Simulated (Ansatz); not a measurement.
Single-point calculation, with input and output: C2H6O2Si

System: C2H6O2Si, SMILES OC1CO[SiH2]1.
Method: RKS r2SCAN0-D4/def2-TZVPP (Ansatz 0.2.0).

The geometry comes from this level: PBE0-D4/def2-TZVP.

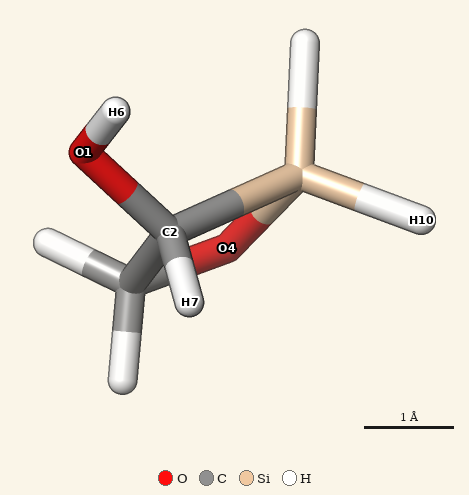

*The structure (stick view, seen at a tilt; atoms are numbered from 1 in the order of the input).*

## Input
```yaml
crystal:
  periodic: [false, false, false]
  atoms:
    - {symbol: O, position_ang: [-1.531091, 0.975447, 0.144756]}
    - {symbol: C, position_ang: [-0.167265, 0.634405, 0.293145]}
    - {symbol: C, position_ang: [-0.029740, -0.731369, 0.998057]}
    - {symbol: O, position_ang: [0.702443, -1.514786, 0.026467]}
    - {symbol: Si, position_ang: [0.732164, -0.291271, -1.103274]}
    - {symbol: H, position_ang: [-1.596840, 1.742254, -0.428967]}
    - {symbol: H, position_ang: [0.390090, 1.421903, 0.812360]}
    - {symbol: H, position_ang: [0.532323, -0.694669, 1.934489]}
    - {symbol: H, position_ang: [-1.016782, -1.165576, 1.177108]}
    - {symbol: H, position_ang: [2.108971, 0.117142, -1.496592]}
    - {symbol: H, position_ang: [-0.059072, -0.550479, -2.337050]}
basis:
  gaussian: {orbitals: def2-TZVPP}
hamiltonian: {xc: {name: r2SCAN0}, dispersion: d4}
output: {orbitals: {seedname: orbitals}}
```

Machine: 4 threads of Arm Neoverse V1, 23 GiB of memory available, shared host.

Run as:
```bash
ansatz run in.yaml --threads 4 --pin off --events-out ev --progress --plain --max-ram 10444MiB
```

## What the program printed
```
Functional definition: r2SCAN0
  name "r2SCAN0"
  cite "Bursch, Neugebauer, Ehlert & Grimme, J. Chem. Phys. 156, 134105 (2022) doi:10.1063/5.0086040"
  cite "Furness, Kaplan, Ning, Perdew & Sun, J. Phys. Chem. Lett. 11, 8208 (2020) doi:10.1021/acs.jpclett.0c02405"
  cite "Furness, Kaplan, Ning, Perdew & Sun, J. Phys. Chem. Lett. 11, 9248 (2020) doi:10.1021/acs.jpclett.0c03077"
  parent r2scan
  parameter a = 0.25
  parameter k0 = 0.174
  parameter k1 = 0.065
  parameter a1 = 4.9479
  exchange = (1 - a)*r2scan_x(k0 = k0, k1 = k1, a1 = a1) + a*exact_x
  correlation = r2scan_c
1307 factors; their error is unknown
mean field evaluation 1: about -14134.3281 eV, gradient 6.0e1 eV
mean field evaluation 2: about -14127.8457 eV, gradient 8.4e1 eV
mean field evaluation 4: about -14141.0629 eV, gradient 4.6e0 eV
mean field evaluation 8: about -14141.1043 eV, gradient 6.9e-2 eV
mean field evaluation 16: about -14141.1174 eV, gradient 7.7e-5 eV
mean field -14141.11737836 eV, -519.6764784613 hartree, gradient 1.6e-5 eV, S^2 0.000000; 0 other end points of the search recorded, 0 dependent functions left out
reference -14141.11738821 eV, -519.6764788230 hartree; 24, 24 occupied and 226, 226 virtual orbitals, 1307 factors
Total energy: -14141.17992822 eV, -519.6787771260 hartree
```

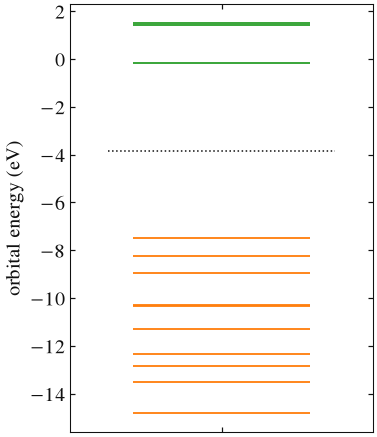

*Orbital energies near the frontier; the dotted line parts filled from empty levels, and levels within 0.02 eV of each other stand side by side.*

Highest filled −7.50 eV, lowest empty −0.17 eV, 7.33 eV apart.

## Results in brief

| quantity | value |
| --- | --- |
| outcome | converged |
| total energy | −14141.1799 eV |
| mean-field energy | −14141.1174 eV |
| dispersion energy | −0.0625 eV |
| SCF solution under orbital rotations | stable |
| HOMO | −7.50 eV |
| LUMO | −0.17 eV |
| wall time | 5.5 s (CPU time 20 s) |
| peak memory | 0.61 GiB |
